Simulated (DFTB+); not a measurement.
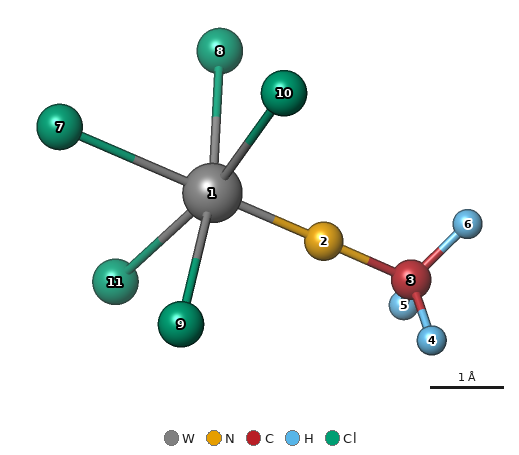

**Figure 1.** The starting structure (ball-and-stick view, seen at a tilt; atoms are numbered from 1 in the order of the input). Sticks mark near contacts.

**Geometry relaxation, with input and output: CH$_{3}$Cl$_{5}$NW (charge −2)**

CH$_{3}$Cl$_{5}$NW, charge −2, multiplicity 2, computed with GFN2-xTB, R-SCC, dispersion built in (DFTB+ 25.1).

The geometry comes from this level: GFN2-xTB.

### Output
```
|  DFTB+ development version (commit: a23bfb2)

Reading input file 'dftb_in.hsd'
Parser version: 14

--------------------------------------------------------------------------------

Processed input in HSD format written to 'dftb_pin.hsd'

Starting initialization...
--------------------------------------------------------------------------------
WARNING!
-> Dipole printed for a charged system : origin dependent quantity
OpenMP threads:              1
Chosen random seed:          116214024
Current stacksize:           unlimited
Mode:                        Geometry optimisation relaxation
Self consistent charges:     Yes
SCC-tolerance:                 0.100000E-07
Max. scc iterations:                    100
Shell resolved Hubbard:      Yes
Spin polarisation:           Yes
Nr. of up electrons:            28.000000
Nr. of down electrons:          27.000000
Periodic boundaries:         No
Electronic solver:           Relatively robust
Mixer:                       Broyden mixer
Mixing parameter:                  0.200000
Nr. of chrg. vec. in memory:            100
Max. SCC-cycles:                        100
Max. nr. of geometry steps:             200
tblite library version:      0.3.0
-> parametrization:          GFN2-xTB
-> repulsion:                Yes
-> dispersion:               Yes
-> halogen bonding:          No
-> electrostatics:           Yes
   -> isotropic:             Yes
   -> anisotropic:           Yes
   -> third-order:           Yes
Electronic temperature:              0.950045E-03 H      0.258520E-01 eV
Initial charges:             Set automatically (system chrg:  -0.200E+01)
Included shells:             W:  d, s, p
                             N:  s, p
                             C:  s, p
                             H:  s
                            Cl:  s, p, d
Spin coupling constants:     W   1(d)-1(d):   0.000000E+00
                             W   1(d)-2(s):   0.000000E+00
                             W   1(d)-3(p):   0.000000E+00
                             W   2(s)-1(d):   0.000000E+00
                             W   2(s)-2(s):   0.000000E+00
                             W   2(s)-3(p):   0.000000E+00
                             W   3(p)-1(d):   0.000000E+00
                             W   3(p)-2(s):   0.000000E+00
                             W   3(p)-3(p):   0.000000E+00
                             N   1(s)-1(s):   0.000000E+00
                             N   1(s)-2(p):   0.000000E+00
                             N   2(p)-1(s):   0.000000E+00
                             N   2(p)-2(p):   0.000000E+00
                             C   1(s)-1(s):   0.000000E+00
                             C   1(s)-2(p):   0.000000E+00
                             C   2(p)-1(s):   0.000000E+00
                             C   2(p)-2(p):   0.000000E+00
                             H   1(s)-1(s):   0.000000E+00
                             Cl  1(s)-1(s):   0.000000E+00
                             Cl  1(s)-2(p):   0.000000E+00
                             Cl  1(s)-3(d):   0.000000E+00
                             Cl  2(p)-1(s):   0.000000E+00
                             Cl  2(p)-2(p):   0.000000E+00
                             Cl  2(p)-3(d):   0.000000E+00
                             Cl  3(d)-1(s):   0.000000E+00
                             Cl  3(d)-2(p):   0.000000E+00
                             Cl  3(d)-3(d):   0.000000E+00
Extra options:
                             Mulliken analysis
                             Force calculation
Force type                   original

--------------------------------------------------------------------------------

***  Geometry step: 0

 iSCC Total electronic   Diff electronic      SCC error
    1   -0.30854035E+02    0.00000000E+00    0.17626106E+01
    2    0.31017007E+01   -0.30854035E+02    0.49392744E+01
    3   -0.31561111E+02    0.33955735E+02    0.34602513E+01
    4   -0.32539502E+02   -0.34662812E+02    0.51828146E+01
    5   -0.32570735E+02   -0.97839112E+00    0.10619053E+01
    6   -0.32594829E+02   -0.31232147E-01    0.32049975E+00
    7   -0.32551309E+02   -0.24094418E-01    0.67347781E+00
    8   -0.32594400E+02    0.43519498E-01    0.19610018E+00
    9   -0.32594539E+02   -0.43090986E-01    0.55348511E-01
   10   -0.32594508E+02   -0.13870498E-03    0.10196105E+00
   11   -0.32596671E+02    0.31235011E-04    0.30806127E-01
   12   -0.32597573E+02   -0.21631311E-02    0.25426228E-01
   13   -0.32598981E+02   -0.90197329E-03    0.21184573E-01
   14   -0.32599652E+02   -0.14075690E-02    0.21859572E-01
   15   -0.32599400E+02   -0.67170250E-03    0.49903999E-02
   16   -0.32599354E+02    0.25224759E-03    0.45084986E-02
   17   -0.32599261E+02    0.45568294E-04    0.74647118E-02
   18   -0.32598948E+02    0.93715830E-04    0.16484190E-02
   19   -0.32598917E+02    0.31260669E-03    0.58522915E-03
   20   -0.32598911E+02    0.31155224E-04    0.78339503E-03
   21   -0.32598911E+02    0.55803075E-05    0.29503553E-03
   22   -0.32598912E+02   -0.46878164E-07    0.24045421E-03
   23   -0.32598912E+02   -0.23561772E-06    0.75839094E-04
   24   -0.32598911E+02    0.93634569E-07    0.87991577E-05
   25   -0.32598911E+02    0.91734960E-06    0.89899745E-05
   26   -0.32598911E+02    0.15342927E-07    0.11028665E-04
   27   -0.32598911E+02    0.23404510E-07    0.43364198E-05
   28   -0.32598911E+02   -0.15666459E-06    0.53493063E-06
   29   -0.32598911E+02   -0.66388893E-07    0.35857952E-05
   30   -0.32598911E+02   -0.48873517E-07    0.16846121E-05
   31   -0.32598911E+02    0.32615574E-07    0.26266487E-07
   32   -0.32598911E+02    0.26522336E-07    0.18058421E-06
   33   -0.32598911E+02    0.41115840E-08    0.80435281E-07
   34   -0.32598911E+02   -0.14618138E-08    0.36326546E-08

Total Energy:                      -32.5179765429 H         -884.8592 eV
Extrapolated to 0K:                -32.5179765429 H         -884.8592 eV
Total Mermin free energy:          -32.5179765429 H         -884.8592 eV
Force related energy:              -32.5179765429 H         -884.8592 eV

total energy  -3.2517977E+01 H       energy change -3.2517977E+01 H
gradient norm  2.2224646E-02 H/a0    max. gradient  1.8722509E-02 H/a0
step length    0.0000000E+00 a0      max. step      0.0000000E+00 a0

--------------------------------------------------------------------------------

***  Geometry step: 1

 iSCC Total electronic   Diff electronic      SCC error
    1   -0.32596830E+02    0.00000000E+00    0.74509056E-02
    2   -0.32596840E+02    0.20811101E-02    0.12392692E-01
    3   -0.32596849E+02   -0.97766865E-05    0.99412007E-02
    4   -0.32596881E+02   -0.96951427E-05    0.11405703E-01
    5   -0.32596884E+02   -0.31598318E-04    0.75771897E-02
    6   -0.32596903E+02   -0.35415755E-05    0.14314882E-02
    7   -0.32596904E+02   -0.18509480E-04    0.11185344E-02
    8   -0.32596916E+02   -0.12991207E-05    0.39809257E-03
    9   -0.32596921E+02   -0.11397941E-04    0.65944922E-03
   10   -0.32596923E+02   -0.50007636E-05    0.68471849E-03
   11   -0.32596934E+02   -0.26911604E-05    0.21063655E-03
   12   -0.32596935E+02   -0.11143352E-04    0.14917693E-03
   13   -0.32596936E+02   -0.93157599E-06    0.56917761E-04
   14   -0.32596936E+02   -0.59524273E-06    0.38361839E-04
   15   -0.32596937E+02   -0.17216953E-06    0.29164160E-04
   16   -0.32596938E+02   -0.53948636E-06    0.19558097E-04
   17   -0.32596938E+02   -0.16166220E-05    0.14702134E-04
   18   -0.32596939E+02   -0.14943647E-06    0.52886420E-05
   19   -0.32596938E+02   -0.16360075E-06    0.65500951E-06
   20   -0.32596938E+02    0.14935511E-06    0.37919033E-06
   21   -0.32596938E+02    0.35761246E-07    0.16502430E-06
   22   -0.32596938E+02    0.69554993E-07    0.29065959E-07
   23   -0.32596938E+02    0.67978974E-08    0.22252395E-07
   24   -0.32596938E+02    0.37792347E-09    0.84073158E-08

Total Energy:                      -32.5183881549 H         -884.8704 eV
Extrapolated to 0K:                -32.5183881549 H         -884.8704 eV
Total Mermin free energy:          -32.5183881549 H         -884.8704 eV
Force related energy:              -32.5183881549 H         -884.8704 eV

total energy  -3.2518388E+01 H       energy change -4.1161195E-04 H
gradient norm  1.6364047E-02 H/a0    max. gradient  1.0186244E-02 H/a0
step length    2.2224646E-02 a0      max. step      1.8722509E-02 a0

--------------------------------------------------------------------------------

***  Geometry step: 2

 iSCC Total electronic   Diff electronic      SCC error
    1   -0.32591901E+02    0.00000000E+00    0.21360394E-01
    2   -0.32592050E+02    0.50372028E-02    0.10984759E+00
    3   -0.32592314E+02   -0.14932443E-03    0.44997442E-01
    4   -0.32592501E+02   -0.26370930E-03    0.31259811E-01
    5   -0.32592531E+02   -0.18639163E-03    0.20902995E-01
    6   -0.32592638E+02   -0.30145759E-04    0.39974938E-02
    7   -0.32592641E+02   -0.10728675E-03    0.30665396E-02
    8   -0.32592655E+02   -0.26140953E-05    0.16553269E-02
    9   -0.32592670E+02   -0.14743715E-04    0.14650787E-02
   10   -0.32592676E+02   -0.14875826E-04    0.16978282E-02
   11   -0.32592701E+02   -0.61972726E-05    0.11530053E-02
   12   -0.32592708E+02   -0.24614535E-04    0.81353853E-03
   13   -0.32592719E+02   -0.68627100E-05    0.19918906E-03
   14   -0.32592720E+02   -0.10695712E-04    0.14544847E-03
   15   -0.32592721E+02   -0.12106349E-05    0.10481021E-03
   16   -0.32592722E+02   -0.12759939E-05    0.92650929E-04
   17   -0.32592728E+02   -0.73093252E-06    0.43013523E-04
   18   -0.32592728E+02   -0.57061815E-05    0.16999767E-04
   19   -0.32592728E+02   -0.26280472E-06    0.86837503E-05
   20   -0.32592727E+02    0.22042890E-06    0.10539613E-05
   21   -0.32592727E+02    0.40591190E-06    0.53301567E-06
   22   -0.32592727E+02    0.19757348E-06    0.20823288E-06
   23   -0.32592727E+02    0.12538720E-07    0.64460923E-07
   24   -0.32592727E+02    0.66908044E-08    0.29522064E-07
   25   -0.32592727E+02    0.57667648E-09    0.17391102E-07
   26   -0.32592727E+02   -0.41850967E-10    0.85188533E-08

Total Energy:                      -32.5190089928 H         -884.8873 eV
Extrapolated to 0K:                -32.5190089928 H         -884.8873 eV
Total Mermin free energy:          -32.5190089928 H         -884.8873 eV
Force related energy:              -32.5190089928 H         -884.8873 eV

total energy  -3.2519009E+01 H       energy change -6.2083794E-04 H
gradient norm  9.2557180E-03 H/a0    max. gradient  5.0786166E-03 H/a0
step length    6.7026661E-02 a0      max. step      4.6760193E-02 a0

--------------------------------------------------------------------------------

***  Geometry step: 3

 iSCC Total electronic   Diff electronic      SCC error
    1   -0.32592515E+02    0.00000000E+00    0.12596579E-01
    2   -0.32592618E+02    0.21170682E-03    0.40978244E-01
    3   -0.32592588E+02   -0.10253288E-03    0.69489234E-02
    4   -0.32592593E+02    0.29402590E-04    0.44426920E-02
    5   -0.32592637E+02   -0.44365395E-05    0.22780535E-02
    6   -0.32592637E+02   -0.44393125E-04    0.94821256E-03
    7   -0.32592636E+02   -0.54315983E-07    0.68088743E-03
    8   -0.32592635E+02    0.88738420E-06    0.35268804E-03
    9   -0.32592635E+02    0.16583334E-05    0.26242592E-03
   10   -0.32592636E+02   -0.81527425E-07    0.28687287E-03
   11   -0.32592642E+02   -0.77285289E-06    0.10729393E-03
   12   -0.32592642E+02   -0.60503290E-05    0.51500351E-04
   13   -0.32592643E+02   -0.58658321E-06    0.24743323E-04
   14   -0.32592643E+02   -0.39083188E-06    0.16699008E-04
   15   -0.32592643E+02   -0.19664626E-06    0.13172902E-04
   16   -0.32592644E+02   -0.21346232E-06    0.16803389E-04
   17   -0.32592644E+02   -0.53336992E-06    0.72828370E-05
   18   -0.32592644E+02   -0.46141905E-06    0.26785457E-05
   19   -0.32592644E+02   -0.11451112E-06    0.64874218E-06
   20   -0.32592644E+02    0.57306679E-07    0.28468189E-06
   21   -0.32592644E+02    0.29732206E-07    0.11047810E-06
   22   -0.32592644E+02    0.40989505E-07    0.12186051E-07
   23   -0.32592644E+02    0.38625672E-08    0.11659229E-07
   24   -0.32592644E+02    0.17462298E-09    0.84681616E-08

Total Energy:                      -32.5190980345 H         -884.8897 eV
Extrapolated to 0K:                -32.5190980345 H         -884.8897 eV
Total Mermin free energy:          -32.5190980345 H         -884.8897 eV
Force related energy:              -32.5190980345 H         -884.8897 eV

total energy  -3.2519098E+01 H       energy change -8.9041685E-05 H
gradient norm  7.6461492E-03 H/a0    max. gradient  4.4539349E-03 H/a0
step length    1.7865271E-02 a0      max. step      9.6691423E-03 a0

--------------------------------------------------------------------------------

***  Geometry step: 4

 iSCC Total electronic   Diff electronic      SCC error
    1   -0.32593495E+02    0.00000000E+00    0.25401366E-01
    2   -0.32593666E+02   -0.85144214E-03    0.64251185E-01
    3   -0.32593618E+02   -0.17064889E-03    0.74319159E-02
    4   -0.32593630E+02    0.48474022E-04    0.56387111E-02
    5   -0.32593725E+02   -0.12214442E-04    0.18657692E-02
    6   -0.32593722E+02   -0.95139587E-04    0.11959331E-02
    7   -0.32593719E+02    0.30158581E-05    0.85417271E-03
    8   -0.32593711E+02    0.27035589E-05    0.32972462E-03
    9   -0.32593710E+02    0.86198410E-05    0.23831258E-03
   10   -0.32593711E+02    0.44394180E-06    0.18122366E-03
   11   -0.32593714E+02   -0.38135730E-06    0.13881470E-03
   12   -0.32593714E+02   -0.35582471E-05    0.49504879E-04
   13   -0.32593714E+02   -0.25867115E-06    0.38766777E-04
   14   -0.32593714E+02    0.17145104E-06    0.32933877E-04
   15   -0.32593714E+02    0.42658201E-07    0.16463216E-04
   16   -0.32593714E+02   -0.18464340E-06    0.92188685E-05
   17   -0.32593715E+02   -0.17017348E-06    0.16049515E-05
   18   -0.32593715E+02   -0.26507798E-06    0.90884993E-06
   19   -0.32593715E+02   -0.13592953E-06    0.65501565E-06
   20   -0.32593715E+02   -0.16170169E-07    0.39797440E-06
   21   -0.32593715E+02   -0.66655303E-08    0.13999030E-06
   22   -0.32593715E+02    0.26730334E-07    0.24002854E-07
   23   -0.32593715E+02    0.84396987E-08    0.22582266E-07
   24   -0.32593715E+02    0.18502533E-09    0.14127833E-07
   25   -0.32593715E+02   -0.41701753E-10    0.17198800E-08

Total Energy:                      -32.5192098619 H         -884.8927 eV
Extrapolated to 0K:                -32.5192098619 H         -884.8927 eV
Total Mermin free energy:          -32.5192098619 H         -884.8927 eV
Force related energy:              -32.5192098619 H         -884.8927 eV

total energy  -3.2519210E+01 H       energy change -1.1182739E-04 H
gradient norm  5.3525917E-03 H/a0    max. gradient  1.7683345E-03 H/a0
step length    3.0195447E-02 a0      max. step      1.6548092E-02 a0

Geometry converged

--------------------------------------------------------------------------------
--------------------------------------------------------------------------------
Pre-SCC initialisation                 +       0.01 (  3.3%)       0.01 (  2.4%)
SCC                                    +       0.37 ( 90.3%)       0.54 ( 93.0%)
Post-SCC processing                    +       0.02 (  6.0%)       0.02 (  4.2%)
--------------------------------------------------------------------------------
Missing                                +       0.00 (  0.3%)       0.00 (  0.3%)
Total                                  =       0.41 (100.0%)       0.57 (100.0%)
--------------------------------------------------------------------------------
```

### Trajectory as extended XYZ (Å, eV, eV/Å), 5 frames, from step=0 to step=4
```
11
Properties=species:S:1:pos:R:3 step=0 energy=-884.85922
W    -0.0002    0.0036   -1.1174
N    -0.0020    0.0086    0.6467
C    -0.0023   -0.0002    2.0379
H    -1.0253    0.1447    2.4085
H     0.3811   -0.9634    2.3996
H     0.6379    0.8087    2.4138
Cl    0.0085   -0.0137   -3.5337
Cl    2.4839    0.0151   -1.3066
Cl   -2.4823   -0.0069   -1.3120
Cl   -0.0111    2.4842   -1.3345
Cl    0.0117   -2.4807   -1.3022
11
Properties=species:S:1:pos:R:3 step=1 energy=-884.87042
W     0.0000    0.0035   -1.1273
N    -0.0020    0.0086    0.6446
C    -0.0022   -0.0003    2.0369
H    -1.0263    0.1448    2.4102
H     0.3814   -0.9643    2.4014
H     0.6385    0.8094    2.4155
Cl    0.0084   -0.0137   -3.5295
Cl    2.4831    0.0151   -1.3057
Cl   -2.4815   -0.0069   -1.3112
Cl   -0.0111    2.4834   -1.3336
Cl    0.0117   -2.4799   -1.3013
11
Properties=species:S:1:pos:R:3 step=2 energy=-884.88731
W     0.0005    0.0034   -1.1520
N    -0.0021    0.0088    0.6291
C    -0.0020   -0.0004    2.0332
H    -1.0287    0.1452    2.4160
H     0.3822   -0.9664    2.4073
H     0.6398    0.8111    2.4213
Cl    0.0080   -0.0135   -3.5149
Cl    2.4807    0.0151   -1.3029
Cl   -2.4792   -0.0069   -1.3085
Cl   -0.0110    2.4810   -1.3304
Cl    0.0117   -2.4774   -1.2982
11
Properties=species:S:1:pos:R:3 step=3 energy=-884.88974
W     0.0007    0.0033   -1.1558
N    -0.0021    0.0088    0.6240
C    -0.0021   -0.0004    2.0295
H    -1.0280    0.1451    2.4172
H     0.3820   -0.9659    2.4086
H     0.6393    0.8106    2.4225
Cl    0.0078   -0.0135   -3.5100
Cl    2.4802    0.0151   -1.3020
Cl   -2.4786   -0.0069   -1.3076
Cl   -0.0110    2.4805   -1.3293
Cl    0.0117   -2.4769   -1.2971
11
Properties=species:S:1:pos:R:3 step=4 energy=-884.89278
W     0.0008    0.0033   -1.1586
N    -0.0020    0.0087    0.6168
C    -0.0022   -0.0003    2.0207
H    -1.0251    0.1447    2.4180
H     0.3809   -0.9633    2.4096
H     0.6375    0.8084    2.4234
Cl    0.0075   -0.0134   -3.5013
Cl    2.4796    0.0151   -1.3002
Cl   -2.4780   -0.0068   -1.3059
Cl   -0.0109    2.4798   -1.3272
Cl    0.0118   -2.4762   -1.2951
```

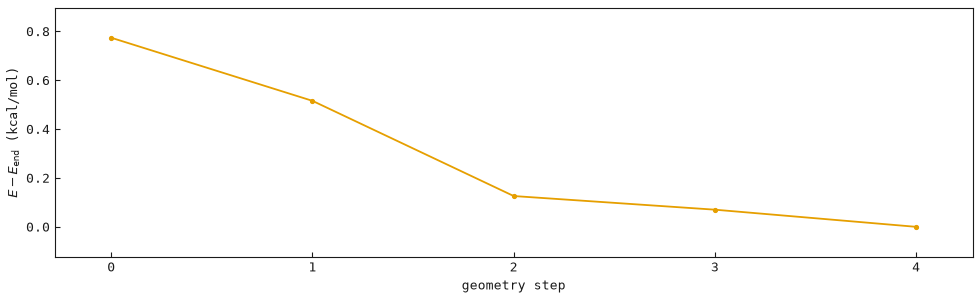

**Figure 2.** Progress of the relaxation, step by step (steps are counted from 0).

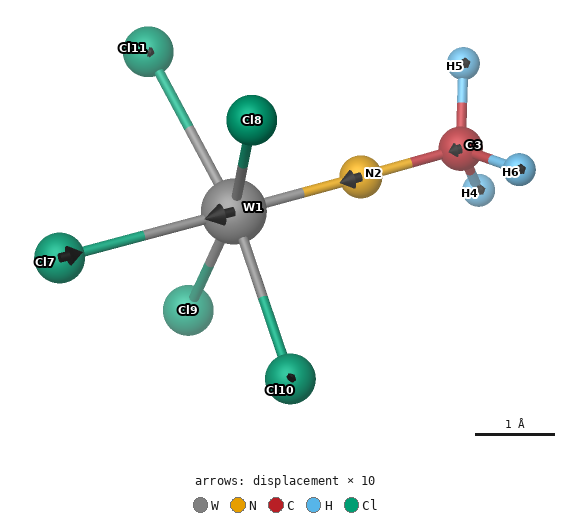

**Figure 3.** The starting structure with the displacements as black arrows, magnified 10 times (ball-and-stick view, seen at a tilt). The two geometries are laid on each other by the best rigid fit. The largest move after the best rigid fit is that of W1, 0.041 Å. Largest moves by element: W 0.041 Å, Cl 0.032 Å, N 0.030 Å, C 0.017 Å, H 0.010 Å. Among the contacts that change: W1–Cl7 2.416 → 2.343 Å, N2–C3 1.391 → 1.404 Å, W1–N2 1.764 → 1.775 Å, C3–H4 1.098 → 1.107 Å. Among the angles that change: Cl8–W1–Cl9 171.2° → 173.3°. The energy falls by 0.77 kcal/mol in 4 geometry steps. (Atoms are counted from 1 in the order of the input.)

The run was set up as follows.

### The input (dftb_in.hsd)
```
Geometry = GenFormat {
  11 C
  W N C H Cl
     1  1     -0.000190      0.003590     -1.117360
     2  2     -0.001970      0.008580      0.646670
     3  3     -0.002310     -0.000190      2.037850
     4  4     -1.025310      0.144680      2.408470
     5  4      0.381070     -0.963410      2.399600
     6  4      0.637940      0.808680      2.413780
     7  5      0.008510     -0.013690     -3.533750
     8  5      2.483890      0.015080     -1.306570
     9  5     -2.482260     -0.006870     -1.312000
    10  5     -0.011080      2.484220     -1.334480
    11  5      0.011680     -2.480660     -1.302220
}

Driver = GeometryOptimisation {
  Optimiser = Rational {}
  MaxSteps = 200
  Convergence {
    GradElem = 0.003
  }
  AppendGeometries = Yes
}

Hamiltonian = xTB {
  Method = "GFN2-xTB"
  Charge = -2
  SCCTolerance = 1e-08
  Filling = Fermi {
    Temperature [Kelvin] = 300
  }
  SpinPolarisation = Colinear {
    UnpairedElectrons = 1
  }
  SpinConstants {
    ShellResolvedSpin = No
    W = 0.0
    N = 0.0
    C = 0.0
    H = 0.0
    Cl = 0.0
  }
}

Analysis {
  PrintForces = Yes
}

Options {
  WriteResultsTag = Yes
}

InputVersion = 25.1
```

Launch command:
```bash
dftb+ > output.log
```

### Results in brief

| quantity | value |
| --- | --- |
| outcome | converged |
| Mermin free energy | −32.519210 hartree |
| basis functions | 65 |
| largest force | 0.127 eV/Å |
| hardware | 1 thread of Intel Xeon (Sapphire Rapids), 32 GiB of memory available, shared host |
| wall time | 0.63 s |
| peak memory | 0.073 GiB |

Settings chosen away from the usual ones: gtol. These settings are looser than, or depart from, a standard set-up, so the numbers are not reference values for this system. Further notes kept with the run: no spin polarisation.
